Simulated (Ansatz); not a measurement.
**Fields on a plane of TaN (space group P6/mmm)**

```
CELL_PARAMETERS angstrom
      5.20166     0.00000     0.00000
     -2.60083     4.50477     0.00000
      0.00000     0.00000     2.90614
ATOMIC_POSITIONS crystal
  Ta 0.00000 0.00000 0.00000
  Ta 0.33333 0.66667 0.50000
  Ta 0.66667 0.33333 0.50000
  N  0.50000 0.00000 0.00000
  N  0.50000 0.50000 0.00000
  N  0.00000 0.50000 0.00000
```

The slice is a (-1 2 -1 0) plane (indices of the conventional cell) through the point (0.000, 0.000, 0.000) (fractional), spanned by u = [001] and v = [210] in vectors of this cell: u (2.91 Å) and v (9.01 Å, at 90° to u). It covers one period; positions are fractions (u, v).

Atoms on it: Ta at (0.00, 0.00); Ta at (0.50, 0.67); Ta at (0.50, 0.33); N at (0.00, 0.50).

The numbers are results of PBEsol (plane waves to 420 eV, PAW, scalar-relativistic; Ansatz, an electronic-structure program), not measurements. k mesh 10×10×16. These are valence fields of a PAW run, semicore shells included where kept as valence: close to a nucleus they are smooth pseudo fields. Spin-orbit coupling is left out, though Ta is heavy. TaN is run without spin polarisation. TaN was relaxed with its symmetry unable to fall. This is one of several known forms of TaN; the measured ambient cells at hand have space group No. 189.

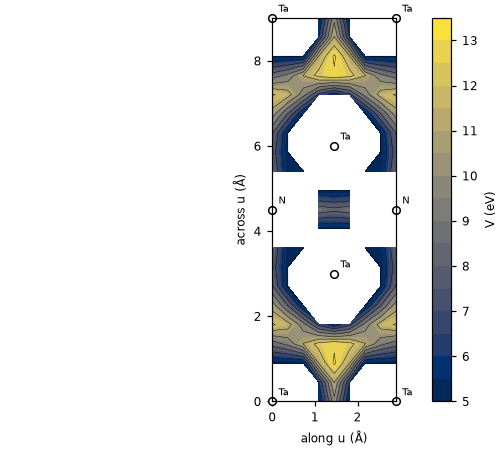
Electrostatic potential energy of an electron, from the cell's mean, in eV, one period of the plane, atoms marked. Points within 0.9 Å of a nucleus are left white, as the pseudised field means little there. Values under 5 eV are set to 5. The zero, the cell's mean, hangs on the PAW cores.

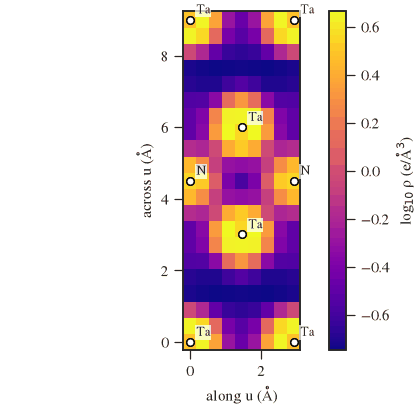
Fig. 1. Log₁₀ of the valence density in e/Å³, one period of the plane, atoms marked. The scale is logarithmic, as a density can span decades between atoms and voids.
